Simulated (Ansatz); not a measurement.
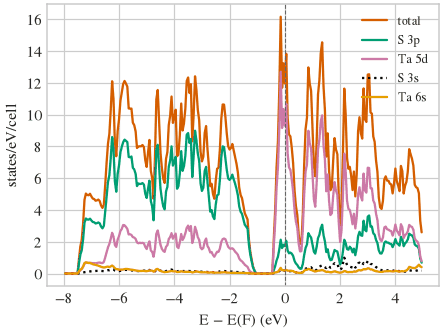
Total and projected density of states of TaS2 in space group Pca2_1 (No. 29; Ta on 4a, S on 4a, S on 4a), PBE in the plane-wave PAW code Ansatz

**Question.** Which orbitals carry the states next to the Fermi level?

**Answer.** Within 0.5 eV of the Fermi level: Ta 5d 78 %, S 3p 14 %. Projections are on Löwdin-orthogonalised atomic valence shells; empty p or d shells of many metals are not among them.

The start of the workflow was typed in or built on a structure type; neither database checked (COD, Materials Project) lists it. COD files the formula under space group No. 42, 164, 166, 194. Whether it is the stable phase at ambient conditions was not checked. Symmetry was held in the PBE relaxation; whether a distortion lowers the energy is not shown. The run is not spin-polarised. Scalar-relativistic: spin–orbit coupling is off unless named, which matters more the heavier the elements.

Potentials: the earlier of the program's two PAW sets.
